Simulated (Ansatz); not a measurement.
The parent structure is CaO in the rock salt structure (space group Fm-3m, No. 225; a = 4.7948 Å).

Perturbation: cell and atoms relaxed at a pressure of 45 GPa.

Computed with Kohn–Sham DFT with the r2SCAN functional, run in Ansatz (an electronic-structure program) with PAW and 500 eV plane waves, without spin-orbit coupling.

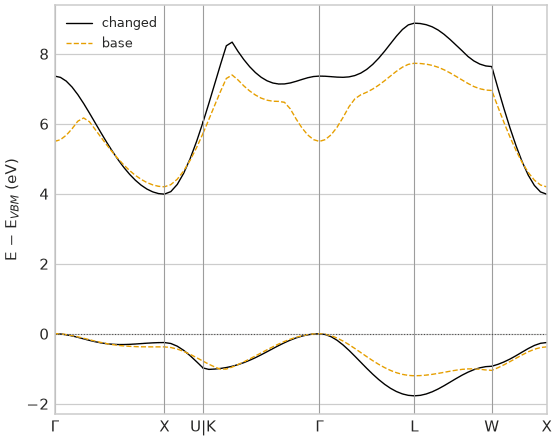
Highest valence and lowest conduction band along the path, each from its own valence-band maximum

The gap is 3.99 eV, indirect, Γ → X; the base has 4.20 eV.

Load acts through the strain it causes; cell and atoms are relaxed under it. No phonon test of stability was made. Competing high-pressure phases were not computed.
